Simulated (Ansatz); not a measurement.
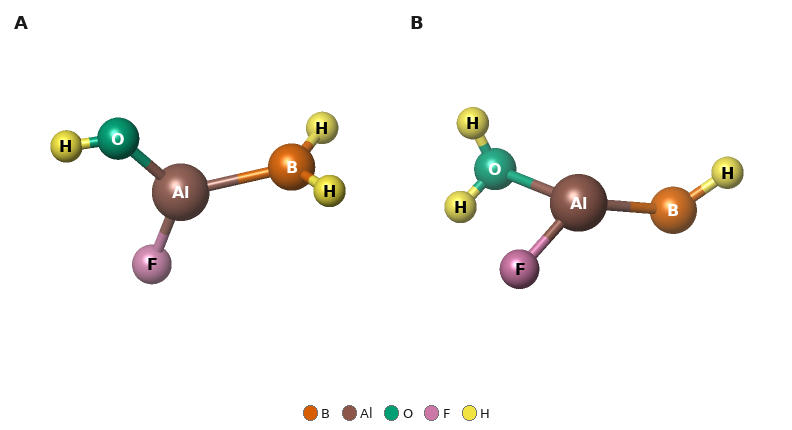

2 stationary structures of one formula. Geometries: PBE-D4/def2-SVP. Electronic energies: PBE-D4/def2-SVP (Ansatz 0.2.0), without zero-point energy. No frequency run is at hand to confirm each as a minimum. Each is one conformer, not always the lowest.

### Which structure is the most stable?

A is lowest (Cs); B lies 312.3 kJ/mol above it (C1).
